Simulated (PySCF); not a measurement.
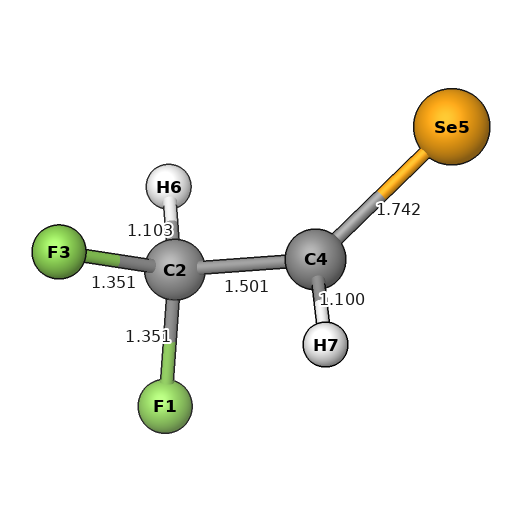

The numbers beside the sticks are distances in Å. Sticks don't show bond order. Computed geometry: PBE0-D3(BJ)/def2-SVP optimisation. No frequency run is at hand to confirm it as a minimum.

Question: Which of the marked bonds are single, double, triple or aromatic?

Answer: F1–C2 single; C2–F3 single; C2–C4 single; C2–H6 single; C4–Se5 double; C4–H7 single.

Question: Give the structure as SMILES.

Answer: FC(F)C=[Se]
